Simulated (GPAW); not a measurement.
# 1T-ZrSeTe monolayer: work function by functional and basis

Wanted: work functions and dipole of 1T-ZrSeTe monolayer, with the cost of each level.

Method: GPAW, PAW setups; layer in a repeated cell with vacuum, relaxation of atoms and in-plane cell, in the first sound run; inputs show where later runs differ, in GPAW 26.7.0.

**1. Starting point**

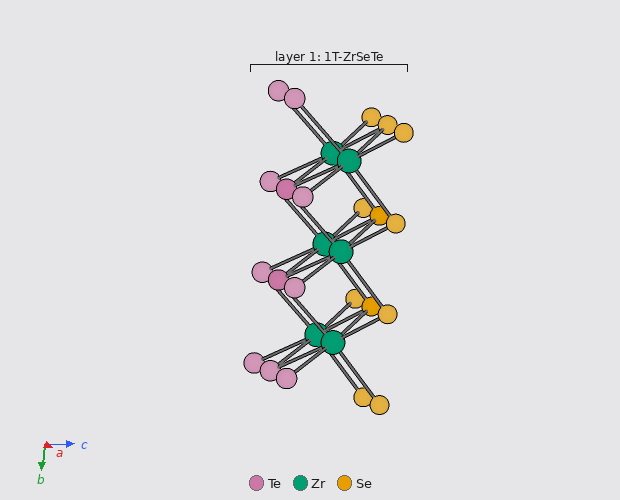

The cell as given, from the side, with the c axis across the page (tellurium pink, zirconium teal, selenium orange). 1×2×1 cells are drawn. Some periodic images of atoms are drawn too.

The cell holds 3 atoms: 1 Te, 1 Zr and 1 Se. Its edges and angles: a = 3.885 Å, b = 3.885 Å, c = 17.622 Å, α = 90.0°, β = 90.0°, γ = 120.0°. Vacuum lies along c.

**2. Relaxation**

Forces are removed first; all later runs use this geometry.

File run.py:

```python
import json
import numpy as np
from ase import Atoms
from ase.filters import FrechetCellFilter
from ase.optimize import BFGS
from gpaw import GPAW, PW

slab = Atoms(
    ['Te', 'Zr', 'Se'],
    positions=[
        [1.94250, 1.12150, 7.00000],
        [0.00000, 0.00000, 8.95437],
        [-0.00000, 2.24301, 10.62198]],
    cell=[[3.885, 0.0, 0.0], [-1.9425, 3.36451, 0.0], [0.0, 0.0, 17.622]],
    pbc=[True, True, True])

slab.calc = GPAW(mode=PW(600), xc='PBE', kpts={'size': (9, 9, 1), 'gamma': True},
                 occupations={'name': 'fermi-dirac', 'width': 0.05}, nbands='160%',
                 convergence={'density': 1e-05}, maxiter=200,
                 symmetry={'tolerance': 1e-3}, txt='slab.txt')
result = {}
# The in-plane cell is free; stress needs a cell that repeats along all three vectors
path = []
opt = BFGS(FrechetCellFilter(slab, mask=[1, 1, 0, 0, 0, 1]), maxstep=0.2)
opt.attach(lambda: path.append((slab.get_potential_energy(), slab.positions.tolist(), slab.get_forces().tolist())))
result['relaxed'] = bool(opt.run(fmax=0.02, steps=45))
result['path'] = path
result['cell'] = slab.cell.tolist()
print('in-plane lattice', slab.cell.cellpar().round(4)[[0, 1, 5]])
energy = slab.get_potential_energy()
fermi = slab.calc.get_fermi_level()
v = slab.calc.get_electrostatic_potential().mean((0, 1)) - fermi
n = slab.calc.get_pseudo_density().mean((0, 1))
L = slab.cell[2, 2]
z = np.arange(len(v)) * L / len(v)
low, high = slab.positions[:, 2].min(), slab.positions[:, 2].max()
below, above = np.interp([low - 4.8, high + 4.8], z, v)
slopes = [np.interp(x, z, np.gradient(v, z)) for x in (low - 4.8, high + 4.8)]
eps = np.array([[slab.calc.get_eigenvalues(k, s) for k in range(len(slab.calc.get_ibz_k_points()))]
                for s in range(slab.calc.get_number_of_spins())]) - fermi
top, bottom = eps[eps < 0].max(), eps[eps > 0].min()
dipole = slab.get_dipole_moment()[2]
print(f'energy {energy:.4f} eV, Fermi level {fermi:.4f} eV, dipole {dipole:.5f} e A')
print(f'potential 4.8 A off the faces, from the Fermi level: lower {below:.4f} eV, upper {above:.4f} eV')
print(f'slope of the potential there: lower {slopes[0]:.5f}, upper {slopes[1]:.5f} eV/A')
print(f'nearest levels on the mesh: {top:.4f} and {bottom:.4f} eV')
print('magnetic moment', round(slab.get_magnetic_moment(), 3))
result.update(energy=energy, fermi=fermi, dipole=dipole, below=below, above=above, slopes=slopes, edges=[top, bottom],
              z=z.tolist(), v=v.tolist(), n=n.tolist(), positions=slab.positions.tolist(),
              forces=slab.get_forces(apply_constraint=False).tolist(), moments=slab.get_magnetic_moments().tolist())
json.dump(result, open('result.json', 'w'))
```

Command:

```bash
$ OMP_NUM_THREADS=1 OPENBLAS_NUM_THREADS=1 python run.py
```

Log:

```text
Step          Energy          fmax
BFGS:    0      -17.334390        1.356310
BFGS:    1      -17.380379        1.141344
BFGS:    2      -17.473640        0.312929
BFGS:    3      -17.477948        0.226244
BFGS:    4      -17.480296        0.184325
BFGS:    5      -17.486118        0.175449
BFGS:    6      -17.487601        0.179148
BFGS:    7      -17.489578        0.108846
BFGS:    8      -17.490460        0.060134
BFGS:    9      -17.490790        0.015017
in-plane lattice [  3.8771   3.8771 120.    ]
energy -17.4879 eV, Fermi level -0.8050 eV, dipole -0.00219 e A
potential 4.8 A off the faces, from the Fermi level: lower 4.9073 eV, upper 4.9147 eV
slope of the potential there: lower -0.00176, upper -0.00157 eV/A
nearest levels on the mesh: -0.2981 and 0.0419 eV
magnetic moment 0.0
```

It took 4.2 min on 1 thread of Intel Xeon Platinum 8375C at 2.90GHz (Ice Lake), shared host; peak memory 0.43 GiB.

This step gave:

```yaml
dipole_along_the_normal: -0.002191 e·Å
levels_nearest_the_fermi_level_on_the_mesh: -0.2981, 0.04191 eV from the Fermi level
```

Electrostatic potential energy of an electron (without an applied field's), less the Fermi level, planar mean against z:

```tsv
z (Å)	electrostatic potential energy of an electron (without an applied field's), less the Fermi level, planar mean (eV)
0	4.91
1	4.91
2	4.91
3	4.91
4	4.90
5	4.76
6	2.49
7	-15.5
8	-3.33
9	-15.4
10	-7.63
11	-2.94
12	4.51
13	4.90
14	4.92
15	4.92
16	4.91
17	4.91
```

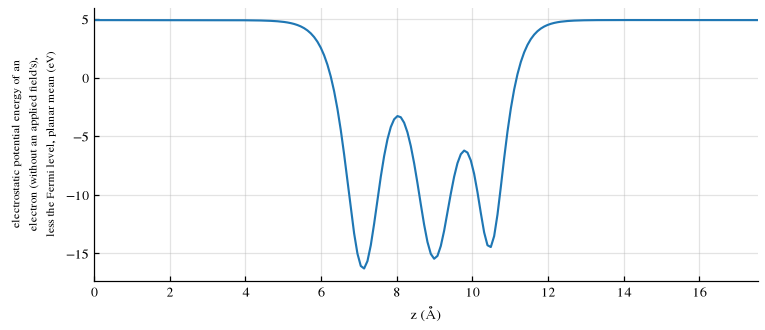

Electrostatic potential energy of an electron (without an applied field's), less the Fermi level, planar mean, plotted against z.

The pseudo valence density, planar mean oscillates, so the rows of the table below give means over windows of 2 Å about each position, cut where the curve ends. Its maxima inside the range that stand out by 2 % of the span (Å: e/Å³): 6.5: 0.246, 7.8: 0.301, 9.0: 0.837, 10.9: 0.287. Its minima: 7.0: 0.0986, 8.1: 0.270, 10.6: 0.194.

Pseudo valence density, planar mean against z; means over each step:

```tsv
z (Å)	pseudo valence density, planar mean (e/Å³)
2	4.0e-6
4	0.00117
6	0.111
8	0.353
10	0.398
12	0.0594
14	1.7e-4
16	0
```

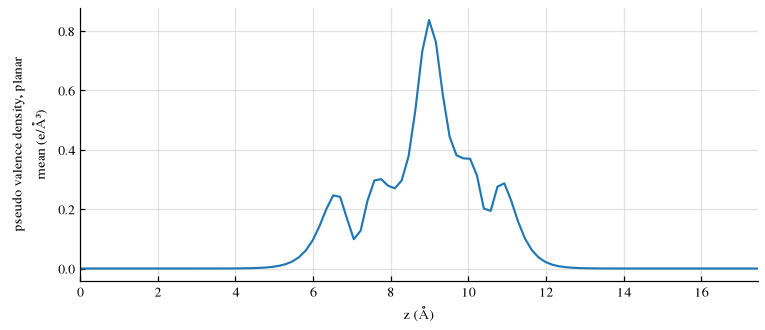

Pseudo valence density, planar mean, plotted against z.

The relaxation lowered the energy of the cell by 0.158 eV (energies extrapolated to zero smearing; the optimiser's log prints free energies). The largest force left on a free atom is 0.015 eV/Å.

**3. The slab's potential**

The work function is the vacuum plateau of the electrostatic potential less the Fermi level; a dipole layer lets the two faces have plateaus of their own.

This step: GPAW, PAW setups; slab in vacuum (GPAW 26.7.0).

The cell differs from the one that the last finished run ended in (c 17.622 → 17.370 Å).

run.py: that of step 2 with these lines changed.

```diff
@@ -3,4 +3,2 @@
 from ase import Atoms
-from ase.filters import FrechetCellFilter
-from ase.optimize import BFGS
 from gpaw import GPAW, PW
@@ -10,21 +8,14 @@
     positions=[
-        [1.94250, 1.12150, 7.00000],
-        [0.00000, 0.00000, 8.95437],
-        [-0.00000, 2.24301, 10.62198]],
-    cell=[[3.885, 0.0, 0.0], [-1.9425, 3.36451, 0.0], [0.0, 0.0, 17.622]],
-    pbc=[True, True, True])
+        [1.93854, 1.11921, 7.00000],
+        [-0.00000, -0.00000, 8.88747],
+        [-0.00000, 2.23844, 10.37001]],
+    cell=[[3.87708, 0.0, 0.0], [-1.93854, 3.35765, 0.0], [0.0, 0.0, 17.37]],
+    pbc=[True, True, False])
 
-slab.calc = GPAW(mode=PW(600), xc='PBE', kpts={'size': (9, 9, 1), 'gamma': True},
+slab.calc = GPAW(mode=PW(400), xc='PBE', kpts={'size': (9, 9, 1), 'gamma': True},
                  occupations={'name': 'fermi-dirac', 'width': 0.05}, nbands='160%',
                  convergence={'density': 1e-05}, maxiter=200,
+                 poissonsolver={'dipolelayer': 'xy'},
                  symmetry={'tolerance': 1e-3}, txt='slab.txt')
 result = {}
-# The in-plane cell is free; stress needs a cell that repeats along all three vectors
-path = []
-opt = BFGS(FrechetCellFilter(slab, mask=[1, 1, 0, 0, 0, 1]), maxstep=0.2)
-opt.attach(lambda: path.append((slab.get_potential_energy(), slab.positions.tolist(), slab.get_forces().tolist())))
-result['relaxed'] = bool(opt.run(fmax=0.02, steps=45))
-result['path'] = path
-result['cell'] = slab.cell.tolist()
-print('in-plane lattice', slab.cell.cellpar().round(4)[[0, 1, 5]])
 energy = slab.get_potential_energy()
```

Log:

```text
energy -17.4023 eV, Fermi level -0.7463 eV, dipole -0.00165 e A
potential 4.8 A off the faces, from the Fermi level: lower 4.9020 eV, upper 4.9224 eV
slope of the potential there: lower -0.00019, upper 0.00003 eV/A
nearest levels on the mesh: -0.2975 and 0.0419 eV
magnetic moment 0.0
```

It took 17 s on 1 thread; peak memory 0.2 GiB.

This step gave:

```
dipole along the normal                    : -0.001652 e·Å
levels nearest the Fermi level on the mesh : -0.2975, 0.04189 eV from the Fermi level
upper work function                        : 4.922 eV
lower work function                        : 4.902 eV
```

Table of electrostatic potential energy of an electron (without an applied field's), less the Fermi level, planar mean by z:

```tsv
z (Å)	electrostatic potential energy of an electron (without an applied field's), less the Fermi level, planar mean (eV)
0	4.91
1	4.90
2	4.90
3	4.90
4	4.89
5	4.71
6	1.68
7	-16.2
8	-3.44
9	-14.9
10	-9.30
11	-0.996
12	4.63
13	4.91
14	4.92
15	4.92
16	4.92
17	4.92
```

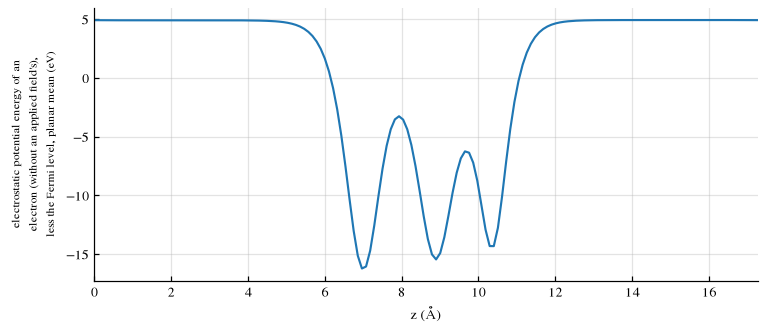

Electrostatic potential energy of an electron (without an applied field's), less the Fermi level, planar mean against z.

The pseudo valence density, planar mean oscillates, so the rows of the table below give means over windows of 1 Å about each position, cut where the curve ends. Its maxima inside the range that stand out by 2 % of the span (Å: e/Å³): 6.4: 0.249, 7.5: 0.302, 8.8: 0.804, 10.7: 0.293. Its minima: 7.1: 0.110, 7.9: 0.270, 10.3: 0.201.

The pseudo valence density, planar mean by z; means over each step:

```tsv
z (Å)	pseudo valence density, planar mean (e/Å³)
3	4.4e-5
4	7.1e-4
5	0.0126
6	0.135
7	0.188
8	0.325
9	0.646
10	0.316
11	0.197
12	0.0232
13	0.00110
14	5.1e-5
```

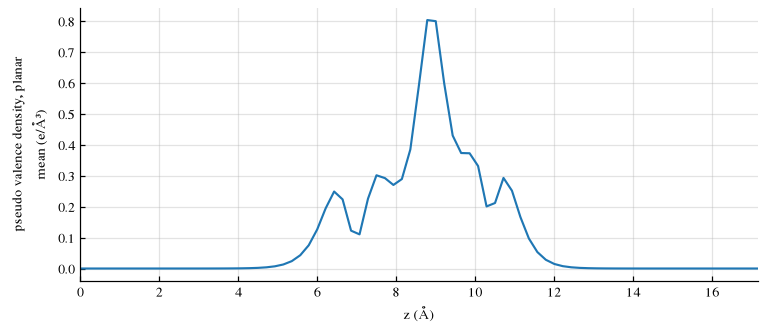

Pseudo valence density, planar mean against z.

The potential is flat to 1.9e-4 eV/Å where it is read, so the vacuum is wide enough.

**4. Self-consistent run: xc = "RPBE"**

The same geometry under RPBE, to see how far the functional moves the levels against the vacuum.

run.py: that of step 3 with these lines changed.

```diff
@@ -14,3 +14,3 @@
 
-slab.calc = GPAW(mode=PW(400), xc='PBE', kpts={'size': (9, 9, 1), 'gamma': True},
+slab.calc = GPAW(mode=PW(400), xc='RPBE', kpts={'size': (9, 9, 1), 'gamma': True},
                  occupations={'name': 'fermi-dirac', 'width': 0.05}, nbands='160%',
```

Log:

```text
energy -16.4363 eV, Fermi level -0.6356 eV, dipole -0.00217 e A
potential 4.8 A off the faces, from the Fermi level: lower 4.7889 eV, upper 4.8165 eV
slope of the potential there: lower -0.00022, upper 0.00004 eV/A
nearest levels on the mesh: -0.3179 and 0.0425 eV
magnetic moment 0.0
```

Elapsed: 16 s, on 1 thread; peak memory 0.19 GiB.

This step gave:

```yaml
dipole_along_the_normal: -0.002166 e·Å
levels_nearest_the_fermi_level_on_the_mesh: -0.3179, 0.04250 eV from the Fermi level
upper_work_function: 4.816 eV
lower_work_function: 4.789 eV
```

Table of electrostatic potential energy of an electron (without an applied field's), less the Fermi level, planar mean by z:

```tsv
z (Å)	electrostatic potential energy of an electron (without an applied field's), less the Fermi level, planar mean (eV)
0	4.80
2	4.79
4	4.78
6	1.57
8	-3.55
10	-9.42
12	4.52
14	4.82
16	4.82
```

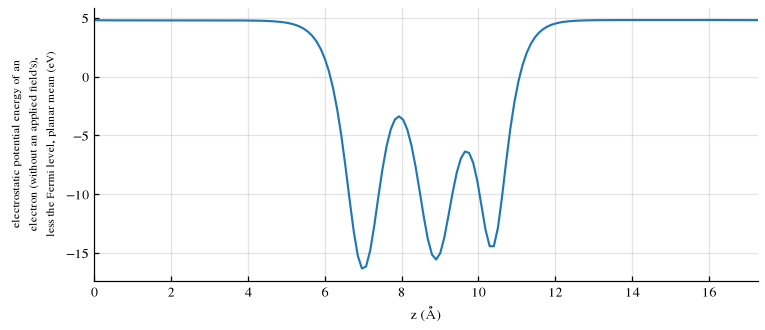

Electrostatic potential energy of an electron (without an applied field's), less the Fermi level, planar mean, plotted against z.

The pseudo valence density, planar mean oscillates, so the rows of the table below give means over windows of 1 Å about each position, cut where the curve ends. Its maxima inside the range that stand out by 2 % of the span (Å: e/Å³): 6.4: 0.249, 7.5: 0.301, 8.8: 0.804, 10.7: 0.293. Its minima: 7.1: 0.111, 7.9: 0.270, 10.3: 0.201.

Table of pseudo valence density, planar mean by z; means over each step:

```tsv
z (Å)	pseudo valence density, planar mean (e/Å³)
3	4.7e-5
4	7.3e-4
5	0.0125
6	0.135
7	0.188
8	0.324
9	0.646
10	0.316
11	0.197
12	0.0231
13	0.00113
14	5.6e-5
```

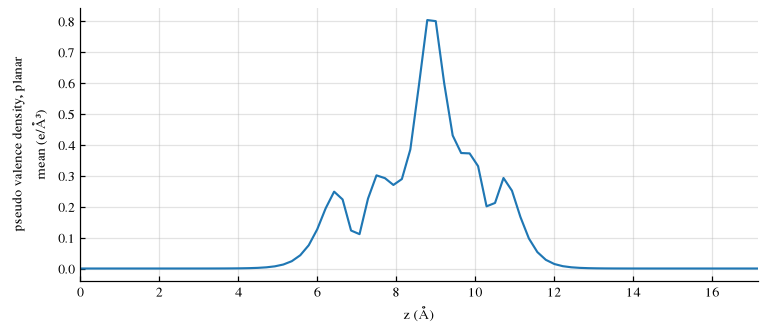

Pseudo valence density, planar mean, plotted against z.

Force by atom:

```tsv
atom	x (eV/Å)	y (eV/Å)	z (eV/Å)	size
Te1	0.000	0.000	-0.193	0.193
Zr2	0.000	0.000	-0.020	0.020
Se3	0.000	0.000	0.213	0.213
```

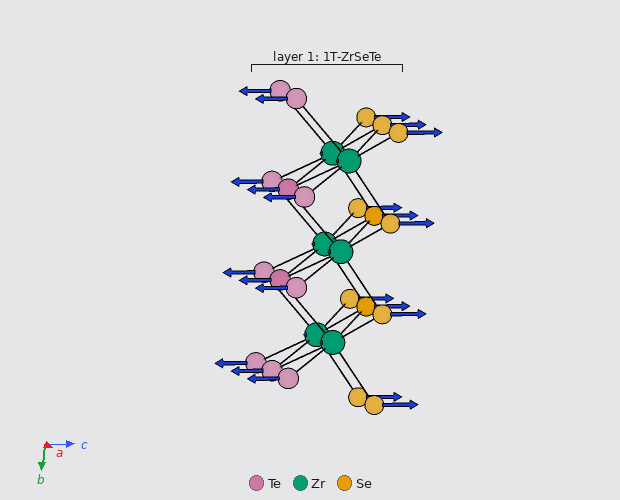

Force as arrows, the longest 0.213 eV/Å. 1×2×1 cells are drawn. Some periodic images of atoms are drawn too.

The upper face's work function is 4.816 eV, against 4.922 eV in the first plane-wave PBE run at this geometry.

**5. OptPBE vdW: xc = "optPBE-vdW"**

The same geometry under optPBE-vdW, to see how far the functional moves the levels against the vacuum (the van der Waals functionals take revPBE setups).

run.py: that of step 4 with these lines changed.

```diff
@@ -14,3 +14,3 @@
 
-slab.calc = GPAW(mode=PW(400), xc='RPBE', kpts={'size': (9, 9, 1), 'gamma': True},
+slab.calc = GPAW(mode=PW(400), xc='optPBE-vdW', kpts={'size': (9, 9, 1), 'gamma': True},
                  occupations={'name': 'fermi-dirac', 'width': 0.05}, nbands='160%',
```

Log:

```text
energy -57.4994 eV, Fermi level -0.8502 eV, dipole -0.00105 e A
potential 4.8 A off the faces, from the Fermi level: lower 5.0766 eV, upper 5.0886 eV
slope of the potential there: lower -0.00029, upper 0.00006 eV/A
nearest levels on the mesh: -0.3380 and 0.0439 eV
magnetic moment 0.0
```

It took 26 s on 1 thread; peak memory 0.33 GiB.

This step gave:

* dipole along the normal: -0.001046 e·Å
* levels nearest the Fermi level on the mesh: -0.3380, 0.04393 eV from the Fermi level
* upper work function: 5.089 eV
* lower work function: 5.077 eV

Table of electrostatic potential energy of an electron (without an applied field's), less the Fermi level, planar mean by z:

```tsv
z (Å)	electrostatic potential energy of an electron (without an applied field's), less the Fermi level, planar mean (eV)
0	5.08
2	5.08
4	5.06
6	1.74
8	-3.50
10	-9.33
12	4.76
14	5.09
16	5.09
```

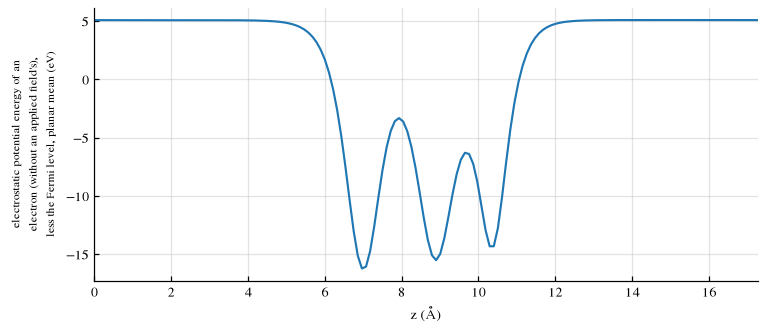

Electrostatic potential energy of an electron (without an applied field's), less the Fermi level, planar mean against z.

The upper face's work function is 5.089 eV, against 4.922 eV in the first plane-wave PBE run at this geometry.

**6. Self-consistent run: xc = "vdW-DF2"**

The same geometry under vdW-DF2, to see how far the functional moves the levels against the vacuum (the van der Waals functionals take revPBE setups).

run.py: that of step 5 with these lines changed.

```diff
@@ -14,3 +14,3 @@
 
-slab.calc = GPAW(mode=PW(400), xc='optPBE-vdW', kpts={'size': (9, 9, 1), 'gamma': True},
+slab.calc = GPAW(mode=PW(400), xc='vdW-DF2', kpts={'size': (9, 9, 1), 'gamma': True},
                  occupations={'name': 'fermi-dirac', 'width': 0.05}, nbands='160%',
```

Log:

```text
energy -264.7851 eV, Fermi level -0.8604 eV, dipole 0.00009 e A
potential 4.8 A off the faces, from the Fermi level: lower 5.1754 eV, upper 5.1717 eV
slope of the potential there: lower -0.00064, upper 0.00025 eV/A
nearest levels on the mesh: -0.3739 and 0.0475 eV
magnetic moment 0.0
```

Wall time 26 s (1 thread); peak memory 0.33 GiB.

Numbers from this step:

* dipole along the normal: 8.94e-5 e·Å
* levels nearest the Fermi level on the mesh: -0.3739, 0.04748 eV from the Fermi level
* upper work function: 5.172 eV
* lower work function: 5.175 eV

Electrostatic potential energy of an electron (without an applied field's), less the Fermi level, planar mean against z:

```tsv
z (Å)	electrostatic potential energy of an electron (without an applied field's), less the Fermi level, planar mean (eV)
0	5.17
2	5.18
4	5.16
6	1.72
8	-3.73
10	-9.46
12	4.82
14	5.17
16	5.17
```

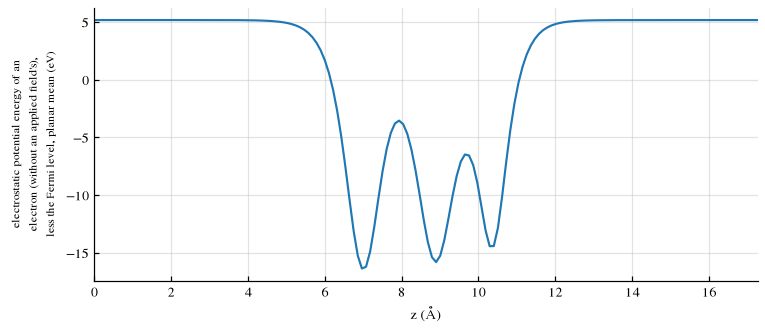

Electrostatic potential energy of an electron (without an applied field's), less the Fermi level, planar mean, plotted against z.

The upper face's work function is 5.172 eV, against 4.922 eV in the first plane-wave PBE run at this geometry.

**7. Self-consistent run: xc = "revPBE"**

The same geometry under revPBE, to see how far the functional moves the levels against the vacuum.

run.py: that of step 6 with these lines changed.

```diff
@@ -14,3 +14,3 @@
 
-slab.calc = GPAW(mode=PW(400), xc='vdW-DF2', kpts={'size': (9, 9, 1), 'gamma': True},
+slab.calc = GPAW(mode=PW(400), xc='revPBE', kpts={'size': (9, 9, 1), 'gamma': True},
                  occupations={'name': 'fermi-dirac', 'width': 0.05}, nbands='160%',
```

Log:

```text
energy -16.5699 eV, Fermi level -0.6504 eV, dipole -0.00198 e A
potential 4.8 A off the faces, from the Fermi level: lower 4.7957 eV, upper 4.8207 eV
slope of the potential there: lower -0.00021, upper 0.00004 eV/A
nearest levels on the mesh: -0.3125 and 0.0423 eV
magnetic moment 0.0
```

Run time: 16 s. Hardware: 1 thread; peak memory 0.19 GiB.

This step gave:

```yaml
dipole_along_the_normal: -0.001980 e·Å
levels_nearest_the_fermi_level_on_the_mesh: -0.3125, 0.04226 eV from the Fermi level
upper_work_function: 4.821 eV
lower_work_function: 4.796 eV
```

The upper face's work function is 4.821 eV, against 4.922 eV in the first plane-wave PBE run at this geometry.

**8. Self-consistent run: xc = "LDA"**

The same geometry under LDA, to see how far the functional moves the levels against the vacuum.

run.py: that of step 7 with these lines changed.

```diff
@@ -14,3 +14,3 @@
 
-slab.calc = GPAW(mode=PW(400), xc='revPBE', kpts={'size': (9, 9, 1), 'gamma': True},
+slab.calc = GPAW(mode=PW(400), xc='LDA', kpts={'size': (9, 9, 1), 'gamma': True},
                  occupations={'name': 'fermi-dirac', 'width': 0.05}, nbands='160%',
```

Log:

```text
energy -19.2700 eV, Fermi level -1.0425 eV, dipole -0.00058 e A
potential 4.8 A off the faces, from the Fermi level: lower 5.1930 eV, upper 5.1984 eV
slope of the potential there: lower -0.00016, upper 0.00002 eV/A
nearest levels on the mesh: -0.2630 and 0.0413 eV
magnetic moment 0.0
```

Elapsed: 16 s, on 1 thread; peak memory 0.19 GiB.

Numbers from this step:

```yaml
dipole_along_the_normal: -5.81e-4 e·Å
levels_nearest_the_fermi_level_on_the_mesh: -0.2630, 0.04131 eV from the Fermi level
upper_work_function: 5.198 eV
lower_work_function: 5.193 eV
```

The upper face's work function is 5.198 eV, against 4.922 eV in the first plane-wave PBE run at this geometry.

[end of part 1 of 2]

[Logs are printed without paths, hosts, clocks, repeated set-up lines and the standing remarks that a program may print on its own settings, such as how far it seeks lower states.]

[Hosts, paths, dates, database ids (printed as entryN), source tags and the programs' standing remarks are cut or masked in the printed files.]
